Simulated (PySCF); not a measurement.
## C2H7BO2S: one change and its effect

System: C2H7BO2S, SMILES COB(O)SC.
Method of run A: GIAO PBE0/6-31G* NMR shielding, non-relativistic, gas phase (PySCF 2.14.0).

The geometry comes from this level: PBE0-D3(BJ)/def2-SVP. Text and figures count atoms from 1; the logs count them from 0 in places.

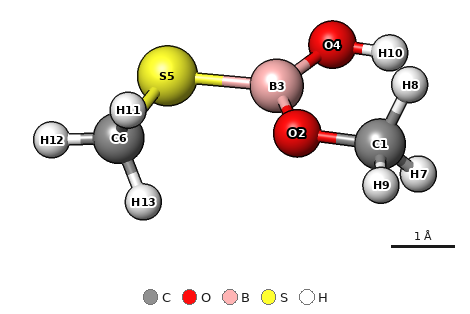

Figure 1. The structure (ball-and-stick view, seen at a tilt; atoms are numbered from 1 in the order of the input). Bond lengths as drawn: B–O 1.36 Å, B–S 1.82 Å, C–H 1.10 to 1.11 Å, C–O 1.40 Å, C–S 1.82 Å and H–O 0.96 Å.

**Input, run A**
```
{"job": {"kind": "nmr", "xc": "PBE0", "basis": "6-31G*", "pop": true}, "charge": 0, "multiplicity": 1}
C     -1.798842     0.783646     0.055698
O     -0.461936     0.372772     0.006695
B     -0.114313    -0.930132    -0.204189
O     -1.001993    -1.946952    -0.381468
S      1.648018    -1.363345    -0.257472
C      2.413059     0.255389     0.041209
H     -2.332427     0.578985    -0.891110
H     -2.351319     0.302124     0.883318
H     -1.824660     1.869652     0.222706
H     -1.923159    -1.672698    -0.375814
H      2.171662     0.628259     1.045334
H      3.499093     0.116352    -0.040960
H      2.083728     0.991088    -0.703858
```

The first line tells a small driver script what to run in PySCF; the rest is the geometry in Å.

Launched with:
```bash
OMP_NUM_THREADS=1 python <driver script> task.json out
```

Hardware: 1 CPU thread, shared host.

**Output (run A)**
```
coarse grid: 11400 points
cycle   1  E = -653.5131215234  dE =  6.787e-01  |g| = 7.816e-01  |ddm| = 3.299e+00
cycle   2  E = -653.4247722860  dE =  8.835e-02  |g| = 1.054e+00  |ddm| = 1.356e+00
cycle   3  E = -653.6310354818  dE = -2.063e-01  |g| = 6.922e-02  |ddm| = 7.887e-01
cycle   4  E = -653.6321575800  dE = -1.122e-03  |g| = 1.907e-02  |ddm| = 9.749e-02
cycle   5  E = -653.6322602950  dE = -1.027e-04  |g| = 5.631e-03  |ddm| = 2.970e-02
cycle   6  E = -653.6322673171  dE = -7.022e-06  |g| = 1.961e-03  |ddm| = 6.715e-03
final grid: 105392 points
cycle   7  E = -653.5706550770  dE = -1.942e-05  |g| = 1.034e-02  |ddm| = 2.344e-02
cycle   8  E = -653.5706410555  dE =  1.402e-05  |g| = 1.328e-02  |ddm| = 1.854e-02
cycle   9  E = -653.5706799647  dE = -3.891e-05  |g| = 9.833e-04  |ddm| = 1.024e-02
cycle  10  E = -653.5706801797  dE = -2.150e-07  |g| = 2.062e-04  |ddm| = 1.063e-03
cycle  11  E = -653.5706801881  dE = -8.456e-09  |g| = 7.795e-05  |ddm| = 2.523e-04
cycle  12  E = -653.5706801895  dE = -1.309e-09  |g| = 2.359e-05  |ddm| = 8.296e-05
cycle  13  E = -653.5706801896  dE = -1.344e-10  |g| = 3.820e-06  |ddm| = 2.792e-05
converged SCF energy = -653.5706801896

GIAO shielding tensors (ppm)
atom      isotropic    diamagn.    paramagn.     s11        s22        s33       span
  0 C      146.959     244.249     -97.290    120.938    128.743    191.195     70.257
  1 O      258.943     392.996    -134.053    160.433    269.602    346.793    186.361
  2 B       83.998     200.852    -116.854     65.534     89.051     97.408     31.874
  3 O      238.853     388.827    -149.974    153.555    250.268    312.736    159.181
  4 S      665.267    1057.889    -392.622    591.103    614.426    790.271    199.168
  5 C      181.840     251.623     -69.783    173.319    177.881    194.320     21.001
  6 H       28.598      29.007      -0.409     24.763     26.327     34.704      9.940
  7 H       28.585      29.049      -0.464     24.775     26.266     34.713      9.937
  8 H       28.330      28.667      -0.337     24.235     26.833     33.921      9.686
  9 H       28.677      29.130      -0.453     21.955     26.488     37.589     15.634
 10 H       30.136      30.794      -0.658     25.153     28.254     37.001     11.848
 11 H       30.609      29.219       1.391     25.351     27.873     38.604     13.253
 12 H       30.098      30.880      -0.781     24.961     28.694     36.639     11.678
```

The input of run B differs as follows (lines with − go, lines with + come):
```diff
-"basis": "6-31G*"
+"basis": "pcSseg-2"
```

What does this change do to the results?

The total energy of run B is 98.9 kcal/mol lower, which measures the change of basis and not a stability. The HOMO goes from −6.52 to −6.74 eV. The LUMO goes from 1.57 to 0.12 eV. The dipole moment goes from 3.90 to 3.58 D. Of all shieldings, the largest change is that of S5, by −51.5 ppm. The SCF takes 14 iterations against 13. The basis functions go from 102 to 321.

**Output (run B)**
```
coarse grid: 11400 points
cycle   1  E = -653.6037411788  dE =  6.575e-01  |g| = 8.271e-01  |ddm| = 2.354e+00
cycle   2  E = -653.4762897461  dE =  1.275e-01  |g| = 1.188e+00  |ddm| = 1.043e+00
cycle   3  E = -653.7254151498  dE = -2.491e-01  |g| = 8.167e-02  |ddm| = 6.391e-01
cycle   4  E = -653.7267028710  dE = -1.288e-03  |g| = 3.136e-02  |ddm| = 8.043e-02
cycle   5  E = -653.7269239976  dE = -2.211e-04  |g| = 7.757e-03  |ddm| = 2.925e-02
cycle   6  E = -653.7269349453  dE = -1.095e-05  |g| = 2.891e-03  |ddm| = 7.274e-03
cycle   7  E = -653.7269367553  dE = -1.810e-06  |g| = 6.126e-04  |ddm| = 2.342e-03
final grid: 105392 points
cycle   8  E = -653.7282673663  dE = -1.122e-04  |g| = 9.275e-03  |ddm| = 4.465e-02
cycle   9  E = -653.7282577815  dE =  9.585e-06  |g| = 1.150e-02  |ddm| = 1.146e-02
cycle  10  E = -653.7282852104  dE = -2.743e-05  |g| = 9.161e-04  |ddm| = 6.630e-03
cycle  11  E = -653.7282853567  dE = -1.463e-07  |g| = 3.529e-04  |ddm| = 8.089e-04
cycle  12  E = -653.7282853811  dE = -2.441e-08  |g| = 9.334e-05  |ddm| = 2.544e-04
cycle  13  E = -653.7282853827  dE = -1.625e-09  |g| = 2.883e-05  |ddm| = 7.236e-05
cycle  14  E = -653.7282853829  dE = -1.521e-10  |g| = 8.086e-06  |ddm| = 1.946e-05
converged SCF energy = -653.7282853829

GIAO shielding tensors (ppm)
atom      isotropic    diamagn.    paramagn.     s11        s22        s33       span
  0 C      133.469     239.869    -106.400    104.673    112.153    183.583     78.910
  1 O      243.943     397.372    -153.430    137.620    254.859    339.349    201.729
  2 B       67.251     197.839    -130.588     47.226     71.086     83.441     36.215
  3 O      227.378     385.094    -157.716    133.548    241.322    307.264    173.716
  4 S      613.768    1056.613    -442.844    529.488    563.219    748.598    219.110
  5 C      170.822     244.433     -73.611    161.395    165.574    185.498     24.103
  6 H       27.798      30.064      -2.266     24.038     25.316     34.039     10.001
  7 H       27.786      30.117      -2.331     24.035     25.277     34.047     10.011
  8 H       27.461      28.696      -1.235     23.362     25.729     33.291      9.929
  9 H       27.633      32.580      -4.946     20.358     25.046     37.497     17.139
 10 H       29.240      31.019      -1.778     24.232     27.120     36.369     12.138
 11 H       29.684      28.189       1.495     24.275     27.155     37.623     13.348
 12 H       29.174      31.212      -2.037     24.095     27.472     35.956     11.861
```

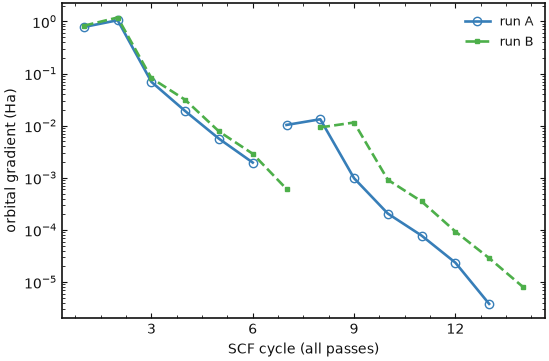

Figure 2. Convergence of the two runs: orbital gradient against the SCF cycle. A break in a curve parts two SCF passes (coarse and final grid). Run A takes 13 cycles in all, and run B takes 14.

**The two runs side by side**

| quantity | run A | run B |
| --- | --- | --- |
| outcome | converged | converged |
| total energy (hartree) | −653.570680 | −653.728285 |
| HOMO (eV) | −6.52 | −6.74 |
| LUMO (eV) | 1.57 | 0.12 |
| dipole moment (D) | 3.90 | 3.58 |
| shielding of C1 (ppm) | 147.0 | 133.5 |
| shielding of O2 (ppm) | 258.9 | 243.9 |
| shielding of B3 (ppm) | 84.0 | 67.3 |
| shielding of O4 (ppm) | 238.9 | 227.4 |
| shielding of S5 (ppm) | 665.3 | 613.8 |
| shielding of C6 (ppm) | 181.8 | 170.8 |
| shielding of H10 (ppm) | 28.7 | 27.6 |
| SCF iterations | 13 | 14 |
| basis functions | 102 | 321 |
| wall time (shared host) | 15 s | 80 s |
